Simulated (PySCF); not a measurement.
**SiF₂: singlet, from a bent start**

Aim: relax SiF₂ as a singlet from a bent start, check by its vibrations whether the end is a minimum, and collect its spectrum and constants.

Method: PBE0, basis Si def2-TZVP, F def2-TZVP, no relativity, density fitting; program: PySCF 2.14.0.

## 1. Starting geometry

3 atoms, charge 0, spin multiplicity 1.

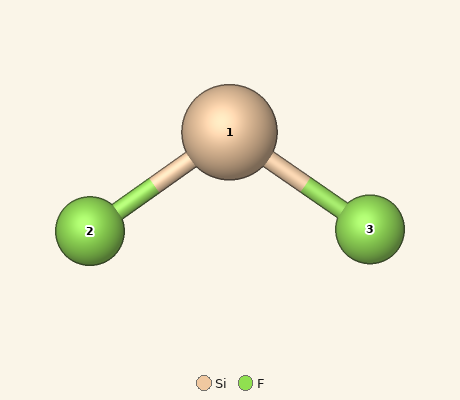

The starting geometry (silicon light orange, fluorine green); atoms are numbered from 1 in the order of the file.

Z-matrix (Å, degrees; charge 0 multiplicity 1):
```
Si
F  1 1.8000
F  1 1.8000 2 110.00
```

## 2. Finding the electronic state

One driver script runs all steps and calls PySCF; scf.py shows how it sets up the SCF of each step. The optimiser is the driver's own. After this first run the driver tries any further starts and a stability analysis.

scf.py reads:

```python
from pyscf import gto, scf, dft
mol = gto.M(atom='''
Si     0.000000     0.000000     0.000000
F      1.474500     0.000000     1.032400
F     -1.474500     0.000000     1.032400''',
    basis={'Si': 'def2-TZVP', 'F': 'def2-TZVP'},
    charge=0, spin=0)
mf = dft.RKS(mol, xc='PBE0')
mf.grids.atom_grid = (50, 194)
aux = {'Si': 'def2-universal-JKFIT', 'F': 'def2-universal-JKFIT'}
mf = mf.density_fit(auxbasis=aux)
mf.conv_tol = 1e-08
mf.diis_space = 10
mf.max_cycle = 60
mf.init_guess = 'minao'
mf.verbose = 4
mf.kernel()
```

Run with:

```bash
OMP_NUM_THREADS=2 python axn.py task.json out
```

The program printed:

```text
init E= -488.828587422303
  HOMO = -0.301253593913032  LUMO = -0.10168435421852  gap/eV = 5.43056
cycle= 1 E= -488.883867473861  delta_E= -0.0553  |g|= 0.864  |ddm|= 1.25
  HOMO = -0.258078739748039  LUMO = -0.125094593060425  gap/eV = 3.61868
cycle= 2 E= -488.280593543829  delta_E= 0.603  |g|= 2.09  |ddm|= 1.37
  HOMO = -0.330665659174457  LUMO = -0.115963910680385  gap/eV = 5.84233
cycle= 3 E= -489.02361750038  delta_E= -0.743  |g|= 0.0291  |ddm|= 0.89
  HOMO = -0.329669126030929  LUMO = -0.112213994239028  gap/eV = 5.91726
cycle= 4 E= -489.023723507546  delta_E= -0.000106  |g|= 0.0176  |ddm|= 0.0443
  HOMO = -0.32949479139905  LUMO = -0.111845435544041  gap/eV = 5.92254
cycle= 5 E= -489.023776015891  delta_E= -5.25e-05  |g|= 0.00236  |ddm|= 0.00796
  HOMO = -0.329147241530194  LUMO = -0.111426399970497  gap/eV = 5.92449
cycle= 6 E= -489.023777547562  delta_E= -1.53e-06  |g|= 0.000525  |ddm|= 0.00308
  HOMO = -0.329229046954666  LUMO = -0.111519100639363  gap/eV = 5.92419
cycle= 7 E= -489.023777607388  delta_E= -5.98e-08  |g|= 9.7e-05  |ddm|= 0.00054
  HOMO = -0.329218085865207  LUMO = -0.111514800208397  gap/eV = 5.92401
cycle= 8 E= -489.023777609084  delta_E= -1.7e-09  |g|= 1.22e-05  |ddm|= 6.82e-05
  HOMO = -0.32921865469077  LUMO = -0.111515749513423  gap/eV = 5.92400
Extra cycle  E= -489.023777609062  delta_E= 2.21e-11  |g|= 1.85e-05  |ddm|= 1.74e-05
converged SCF energy = -489.023777609062
```

This step, with its further starts and checks, ran for 5.8 s (2 threads of Arm Neoverse V1, shared host).

Energies from each starting density:

```csv
start,energy (Eh)
the minimal-basis guess,-489.023778
a thermally smeared density,-489.023778
a smeared PBE density,-489.023778
```

No lower closed-shell solution turned up from the other starts or in the test of internal stability.

## 3. Bent start, singlet: relaxation

The program finds C2v symmetry in the start, which this walk keeps. Threshold on the gradient: 0.0003 Eh/bohr, with a further test on the energy change.

scf.py, as its differences from that of step 2:

```diff
@@ -3,3 +3,3 @@
-Si     0.000000     0.000000     0.000000
-F      1.474500     0.000000     1.032400
-F     -1.474500     0.000000     1.032400''',
+Si     0.000000     0.000000    -0.594599
+F      1.474500     0.000000     0.437801
+F     -1.474500     0.000000     0.437801''',
@@ -15 +14,0 @@
-mf.init_guess = 'minao'
```

Energy and gradient, step by step:

```csv
step,energy (Eh),change (kJ/mol),largest symmetric gradient (Eh/bohr)
0,-489.023778,0.00,0.06987
1,-489.057368,-88.19,0.01798
2,-489.057586,-88.76,0.01601
3,-489.060144,-95.48,0.00623
4,-489.060164,-95.53,0.00524
5,-489.060217,-95.67,0.00008
6,-489.060217,-95.67,0.00001
```

The walk took 5.3 s.

Positions (Å) and forces (eV/Å) along the way:

```
step 0
Si   0.000   0.000  -0.595   0.000   0.000   3.593
F    1.474   0.000   0.438  -3.318   0.000  -1.796
F   -1.474   0.000   0.438   3.318   0.000  -1.796
step 1
Si   0.000   0.000  -0.542   0.000   0.000   0.136
F    1.316   0.000   0.411  -0.925   0.000  -0.068
F   -1.316   0.000   0.411   0.925   0.000  -0.068
step 3
Si   0.000   0.000  -0.580   0.000   0.000  -0.320
F    1.236   0.000   0.430   0.082   0.000   0.160
F   -1.236   0.000   0.430  -0.082   0.000   0.160
step 6
Si   0.000   0.000  -0.590   0.000   0.000  -0.001
F    1.230   0.000   0.436   0.000   0.000   0.000
F   -1.230   0.000   0.436   0.000   0.000   0.000
```

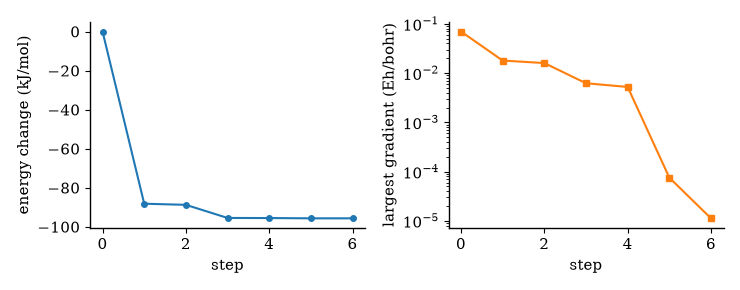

How energy and gradient fall.

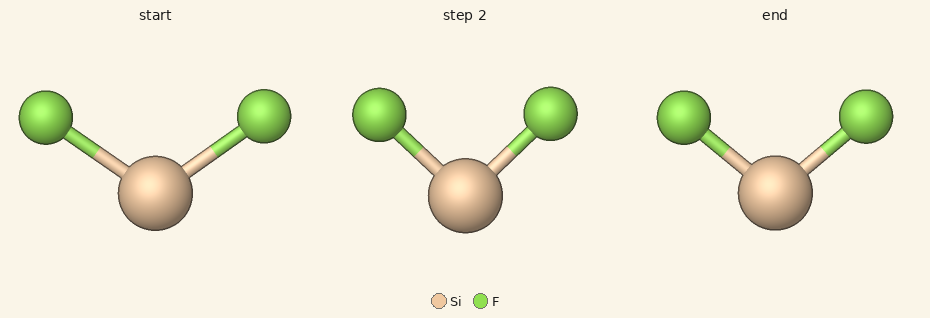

Start and end of the relaxation, with a step between.

It settles in C2v symmetry, 95.7 kJ/mol below the start, after 6 steps: Si–F 1.602 Å (×2); F–Si–F 100.4°.

## 4. Hessian and properties

The point is checked on the finer grid, and tightened if its gradient asks for it. The Hessian and the dipole derivatives come from central differences of analytic gradients, with steps of 0.02 bohr.

scf.py, as its differences from that of step 3:

```diff
@@ -3,3 +3,3 @@
-Si     0.000000     0.000000    -0.594599
-F      1.474500     0.000000     0.437801
-F     -1.474500     0.000000     0.437801''',
+Si     0.000000     0.000000    -0.588656
+F      1.232503     0.000000     0.433899
+F     -1.232503     0.000000     0.433899''',
@@ -9 +9 @@
-mf.grids.atom_grid = (50, 194)
+mf.grids.atom_grid = (75, 302)
@@ -12 +12 @@
-mf.conv_tol = 1e-08
+mf.conv_tol = 1e-10
```

This SCF starts from the last density.

Log of the central SCF (cycles and frontier levels):

```text
init E= -489.060170396999
  HOMO = -0.304949409676482  LUMO = -0.0781514786612618  gap/eV = 6.17149
cycle= 1 E= -489.060170396997  delta_E= 1.36e-12  |g|= 4.47e-06  |ddm|= 3.1e-06
  HOMO = -0.304949425286665  LUMO = -0.0781515272282221  gap/eV = 6.17149
Extra cycle  E= -489.060170396994  delta_E= 3.41e-12  |g|= 7.06e-06  |ddm|= 4.5e-06
converged SCF energy = -489.060170396994
```

The whole step took 14 s.

Geometry: C2v; Si–F 1.601 Å (×2); F–Si–F 100.6°.

Harmonic modes (main isotopes):

```tsv
symmetry	ω (cm⁻¹)	IR (km/mol)	μ (u)	type
a1	337	17.6	20.31	bend
a1	855	132	21.60	stretch
b2	872	174	22.17	stretch
```

All wavenumbers are real: a minimum.

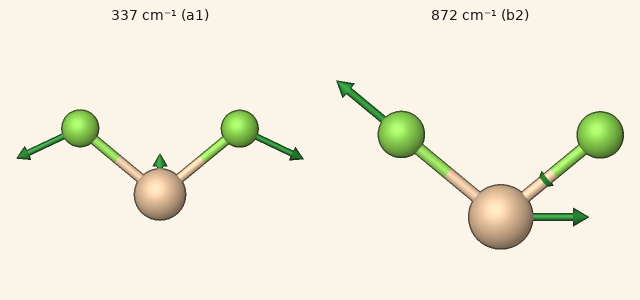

Displacements of 2 of the modes, as arrows (one member where a mode is degenerate).

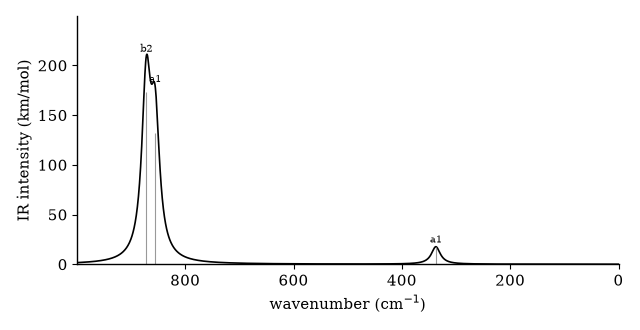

The harmonic infrared spectrum (widths in cm⁻¹). Lines are broadened to a width of 20 cm⁻¹ (Lorentzian).

Properties at this point:

- Dipole moment: 1.09 D
- Highest occupied level: -8.30 eV
- Lowest empty level: -2.13 eV
- Rotational constants: 1.001, 0.2921, 0.2261 cm⁻¹
- Zero-point energy: 12.3 kJ/mol
- Principal polarisabilities: 24.4, 26.8, 27.5 bohr³
- Atomisation energy without zero-point energy: 1203 kJ/mol
- Principal traceless quadrupole moments about the centre of mass: -3.12, -1.10, 4.22 D Å
- Entropy at 298.15 K and 1 bar: 256.9 J/(mol K)
- Heat capacity Cp at 298.15 K: 44.6 J/(mol K)
- Enthalpy at 298.15 K above 0 K: 11.23 kJ/mol
- Rotational symmetry number: 2

Populations by atom (charges in e):

```csv
atom,Mulliken,Löwdin,polar tensor,Mayer order to Si1
Si1,0.54,0.03,1.09,–
"F2,3",-0.27,-0.02,-0.55,1.11
```

Mulliken populations on Si1: s 5.85, p 7.12, d 0.38, f 0.10.

## 5. Stability of the closed shell

At the lowest minimum the closed shell is tested against spin polarisation, on the (50, 194) grid. It is stable.

## 6. What came out

| quantity | value |
| --- | --- |
| minimum | singlet, C2v |
| geometry | Si–F 1.601 Å (×2); F–Si–F 100.6° |
| wavenumbers (cm⁻¹) | 337 (a1), 855 (a1), 872 (b2) |
| dipole moment | 1.09 D |
| highest occupied, lowest empty level | -8.30, -2.13 eV |
| polar-tensor charge of Si1 | +1.09 e |
| zero-point energy | 12.3 kJ/mol |
| entropy at 298.15 K | 256.9 J/(mol K) |
| atomisation energy (no zero-point energy) | 1203 kJ/mol |

**Reading.** The molecule stays C2v, as typed, and the end point is a minimum. In the infrared the band at 872 cm⁻¹ (b2, stretch) leads. Other starts or spin states, not run here, may lie lower.

The search up to here ran for 28 s (2 threads of Arm Neoverse V1, shared host).
